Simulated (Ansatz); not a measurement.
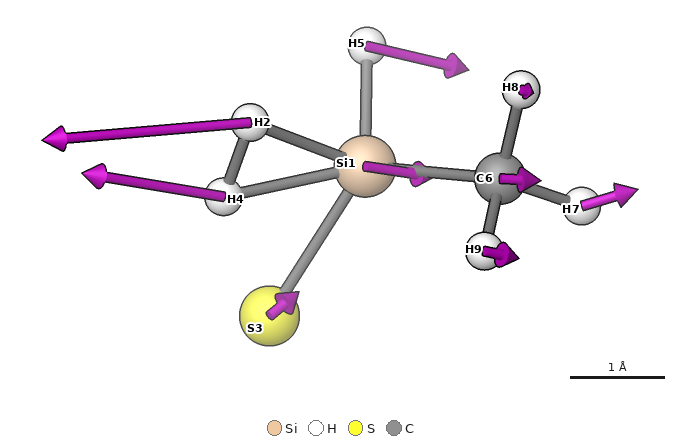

A relaxation of CH$_{6}$SSi. The starting structure is drawn; purple arrows show the displacements, at their true length. The two geometries are superimposed by the best rigid fit.

A ball-and-stick model, seen at a tilt.

Theory: Ansatz, RHF/def2-SVP.

Input
```yaml
crystal:
  periodic: [false, false, false]
  atoms:
    - {symbol: Si, position_ang: [-0.585219, -0.336146, -0.185071]}
    - {symbol: H, position_ang: [-0.064453, -1.309022, 1.119053]}
    - {symbol: S, position_ang: [-0.352745, -1.800488, -1.556857]}
    - {symbol: H, position_ang: [-0.048386, -1.832656, 0.298362]}
    - {symbol: H, position_ang: [-1.916613, -0.023179, 0.396890]}
    - {symbol: C, position_ang: [0.571256, 1.099734, -0.023860]}
    - {symbol: H, position_ang: [0.327902, 1.813022, -0.819011]}
    - {symbol: H, position_ang: [0.463389, 1.606571, 0.937304]}
    - {symbol: H, position_ang: [1.604969, 0.782163, -0.166709]}
basis:
  gaussian: {orbitals: def2-SVP}
hamiltonian: {xc: hf}
relax: {f_tol: 0.03, max_steps: 60, escape_saddle: false}
```

Run as
```bash
ansatz run in.yaml --threads 2 --pin off --events-out ev --progress --plain --max-ram 4352MiB
```

Q: What did the optimiser do to the structure, and how much energy did it gain?

A: Over 35 accepted moves (40 points after the start) the energy falls by 32.8 kcal/mol. The largest force component goes from 0.78 to 0.016 eV/Å. The line search rejected the trial steps at points 2, 14, 24, 31, 39 of the run. The forces were under the threshold at step 19, but the run went on from there. The largest move after the best rigid fit is that of H2, 2.41 Å. Largest moves by element: H 2.41 Å, Si 0.91 Å, C 0.48 Å, S 0.47 Å. Some distances before and after: Si1–H2 1.708 → 4.897 Å, Si1–H4 1.662 → 4.266 Å, S3–H4 1.880 → 3.549 Å, H2–H4 0.974 → 0.747 Å. Bonds break: Si1–H2 (1.71 → 4.90 Å), Si1–H4 (1.66 → 4.27 Å). Bond angles that change, for instance: S3–Si1–C6 123.3° → 127.5°, Si1–C6–H7 107.6° → 109.9°, Si1–C6–H8 112.0° → 109.9°. Groups turn about Si1–C6 by about 30°. The run took 29 s on 2 threads of Arm Neoverse V2, with other jobs on the host.
